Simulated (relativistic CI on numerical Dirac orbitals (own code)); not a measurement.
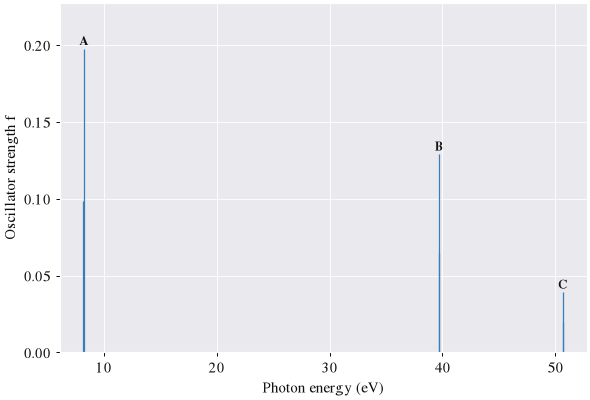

The plot shows absorption lines from the lowest level (oscillator strengths f) for C IV (C³⁺). Method of calculation: relativistic CI on Dirac orbitals, KLI exchange-only orbitals, Breit term, model QED, valence Slater integrals scaled by 0.85, configurations tied to the tabulated ionisation limit (radial Dirac CI code).

> Give upper and lower level, position and strength of each lettered line.

A: 2p ²P°₃/₂ ← 2s ²S₁/₂, 8.227 eV, f = 0.20; B: 3p ²P°₃/₂ ← 2s ²S₁/₂, 39.71 eV, f = 0.13; C: 4p ²P°₃/₂ ← 2s ²S₁/₂, 50.65 eV, f = 0.039. The strongest, A, lies in the vacuum ultraviolet region.

Note: configurations built on the next ion are tied to the tabulated ionisation energy, low ones can still be off by several thousand cm⁻¹ and the others by 10000 or more; rates and lifetimes follow the computed energies and can be off by orders of magnitude; one shift a configuration: terms inside it, and wavelengths, can be off by thousands of cm⁻¹; only a limited list of configurations is included, so lower levels can be missing.
